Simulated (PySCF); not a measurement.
# C₄H₃BCl₂O: electronic excitations

What electronic excitations should C₄H₃BCl₂O (`O=C1C=C[C@@H]1B(Cl)Cl`) show?

Programs: PySCF 2.14.0, with density-fitted response routines of our own. Each step states its level of theory. These are calculated values for one molecule in the gas phase, unless marked as measured. Atoms count from 0, in the outputs and in this text.

### 1 Starting geometry

11 atoms, charge 0, multiplicity 1; geometry from: GFN2-xTB.

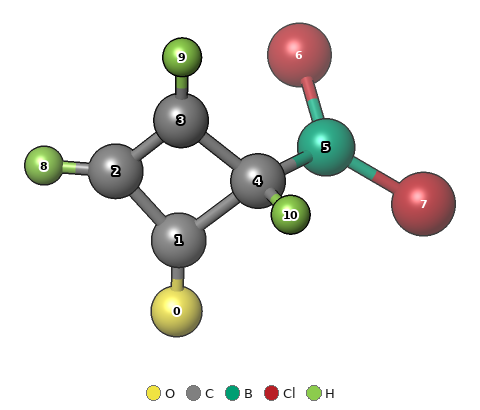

The starting geometry (oxygen yellow, carbon grey, boron teal, chlorine red, hydrogen green), atoms numbered.

### 2 Ultraviolet spectrum: wB97X-D/def2-SVPD

The job: settings as JSON, then the geometry in Å.

```
{"job": {"kind": "uv", "xc": "wB97X-D", "basis": "def2-SVPD", "nstates": 8, "ntriplets": 3}, "charge": 0, "multiplicity": 1}
O      0.566219    -0.905480     2.083127
C     -0.067970    -0.540869     1.146089
C     -1.318946    -0.893274     0.461219
C     -1.193930     0.105735    -0.422695
C      0.129559     0.632465     0.100835
B      1.416801     0.486602    -0.802722
Cl     1.372258    -0.550731    -2.176919
Cl     2.877559     1.282043    -0.394479
H     -2.045428    -1.666243     0.628939
H     -1.791974     0.449126    -1.246092
H      0.061277     1.603297     0.596736
```

With the program's defaults for keys left out, this is: TDDFT wB97X-D/def2-SVPD, vertical, gas phase, core orbitals frozen in the response.

The run is started by

```
$ OMP_NUM_THREADS=1 python probes_run.py task.json out
```

The driver reads the jobs from task.json and runs them one after another.

The log of the run:

```text
coarse grid: 11624 points
cycle   1  E = -1173.8848846195  dE =  1.683e+00  |g| = 8.292e-01  |ddm| = 5.748e+00
cycle   2  E = -1173.6933509885  dE =  1.915e-01  |g| = 1.355e+00  |ddm| = 2.728e+00
cycle   3  E = -1174.0443117538  dE = -3.510e-01  |g| = 9.596e-02  |ddm| = 1.826e+00
cycle   4  E = -1174.0464054807  dE = -2.094e-03  |g| = 4.585e-02  |ddm| = 2.477e-01
cycle   5  E = -1174.0469683970  dE = -5.629e-04  |g| = 9.122e-03  |ddm| = 1.067e-01
cycle   6  E = -1174.0470025650  dE = -3.417e-05  |g| = 4.120e-03  |ddm| = 3.585e-02
cycle   7  E = -1174.0470094741  dE = -6.909e-06  |g| = 1.191e-03  |ddm| = 1.394e-02
final grid: 106856 points
cycle   8  E = -1174.1933301510  dE = -1.002e-04  |g| = 5.009e-03  |ddm| = 1.798e-01
cycle   9  E = -1174.1933341924  dE = -4.041e-06  |g| = 3.579e-03  |ddm| = 2.381e-02
cycle  10  E = -1174.1933370810  dE = -2.889e-06  |g| = 8.203e-04  |ddm| = 6.594e-03
cycle  11  E = -1174.1933372555  dE = -1.745e-07  |g| = 4.273e-04  |ddm| = 2.319e-03
cycle  12  E = -1174.1933373021  dE = -4.663e-08  |g| = 1.399e-04  |ddm| = 8.395e-04
cycle  13  E = -1174.1933373075  dE = -5.446e-09  |g| = 4.457e-05  |ddm| = 3.114e-04
cycle  14  E = -1174.1933373086  dE = -1.028e-09  |g| = 2.197e-05  |ddm| = 1.515e-04
cycle  15  E = -1174.1933373087  dE = -1.744e-10  |g| = 4.727e-06  |ddm| = 7.925e-05
converged SCF energy = -1174.1933373087

Static polarisability (au): isotropic 84.474, principal 68.587 88.371 96.465

Singlet excitations
state   eV       nm        f      main configurations
  1   3.9845    311.2   0.00241   H->L 0.86, H->L+1 0.09
  2   5.4308    228.3   0.01972   H-1->L 0.55, H->L+1 0.32
  3   5.8940    210.4   0.12996   H->L+1 0.54, H-1->L 0.35
  4   6.1261    202.4   0.01239   H-1->L+1 0.35, H-2->L 0.34, H-2->L+1 0.26
  5   6.2616    198.0   0.01921   H-1->L+1 0.35, H-2->L+1 0.20, H-2->L 0.14
  6   6.6748    185.7   0.00175   H-3->L 0.52, H-1->L+1 0.18
  7   6.9861    177.5   0.01243   H-3->L+1 0.22, H->L+4 0.18, H->L+3 0.10
  8   7.0655    175.5   0.00309   H-5->L 0.26, H->L+4 0.17, H-3->L+1 0.10

Triplet excitations (Tamm-Dancoff, eV): 3.5861 3.8687 5.1970
```

Run time: 42 s. Hardware: 1 thread of Arm Neoverse V1, shared host; peak memory 0.85 GiB.

The orbitals next to the gap, with their largest atomic shares:

```csv
orbital,eV,atoms
HOMO−3,-11.46,"Cl7 30 %, Cl6 26 %, B5 10 %"
HOMO−2,-11.19,"Cl6 49 %, Cl7 39 %"
HOMO−1,-10.34,"C2 31 %, C3 25 %, C4 10 %"
HOMO,-9.60,"O0 49 %, C4 17 %, C1 13 %"
LUMO,-0.25,"C3 24 %, O0 16 %, C1 15 %"
LUMO+1,0.39,"B5 32 %, Cl7 14 %, Cl6 13 %"
LUMO+2,1.54,"B5 47 %, Cl6 18 %, Cl7 14 %"
```

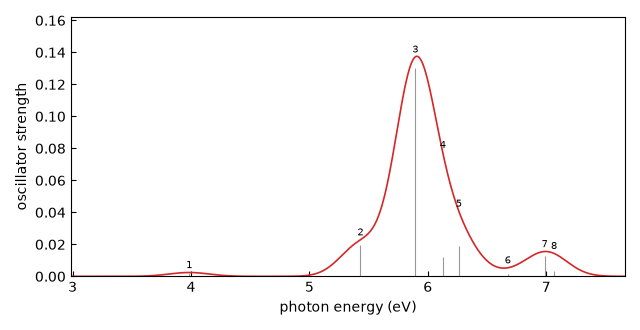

Absorption spectrum from the 8 singlet states computed; above the last one it falls off for lack of states. Lines are broadened to a width of 0.40 eV (Gaussian).

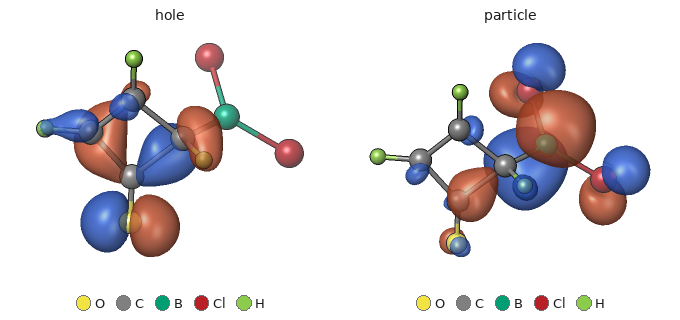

Leading natural transition orbitals of singlet state 3: the electron leaves the hole (left) for the particle orbital (right).

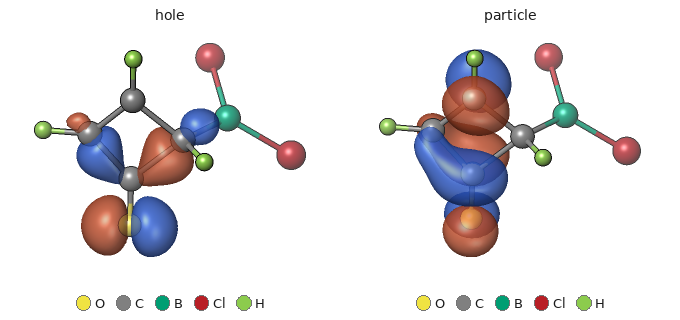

Leading natural transition orbitals of singlet state 1: the electron leaves the hole (left) for the particle orbital (right).

Further results of this job:

```csv
property,computed
dipole moment (D),3.56
polarisability (Å³),12.52
HOMO–LUMO gap (eV),9.35
−ε(HOMO) (eV),9.60
```

The fields below are evaluated on a grid from the run's orbitals.

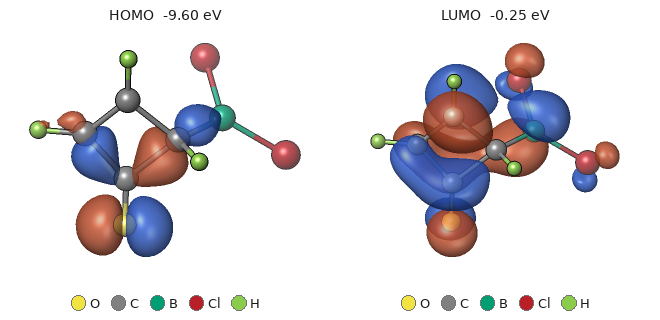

Frontier orbitals at wB97X-D/def2-SVPD; each surface holds 70 % of the orbital's density, blue and red mark the sign.

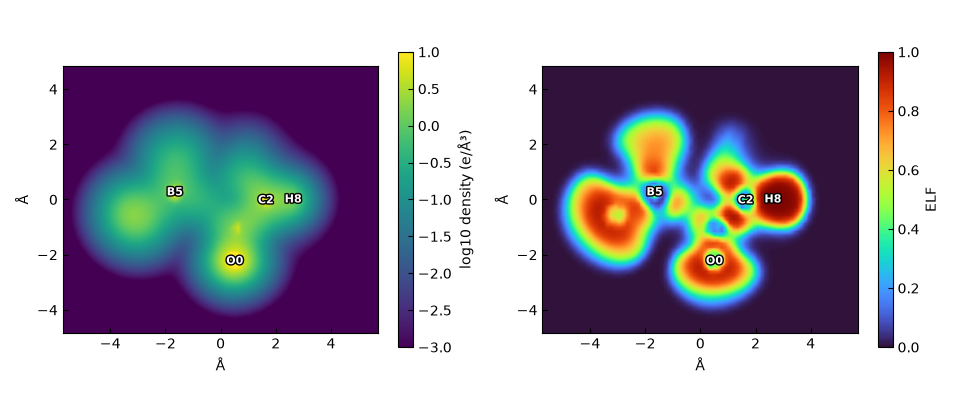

Density (left) and ELF (right) in a plane through or near 4 of the atoms.

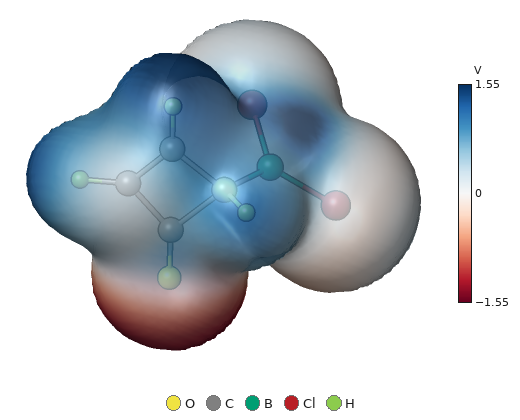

Electrostatic potential on the surface of density 0.002 e/bohr³; red is low, blue high. It runs, from the 1st to the 99th percentile, from -1.52 V near O0 to 1.55 V near H9.

### 3 Results

```
                                quantity                        value
      lowest singlet (wB97X-D/def2-SVPD)  3.98 eV (311 nm), f = 0.002
brightest single state of those computed  state 3, 5.89 eV, f = 0.130
                          lowest triplet                      3.59 eV
   surface potential, 1st and 99th percentile           -1.52 V and 1.55 V
```

What this shows: The lowest singlet, at 3.98 eV, is HOMO→LUMO 0.86, HOMO→LUMO+1 0.09 and is weak; of the 8 states computed, the strongest absorption comes from state 3 at 5.89 eV. The lowest triplet lies 0.40 eV below the lowest singlet (triplets in Tamm-Dancoff, singlets in full TDDFT).
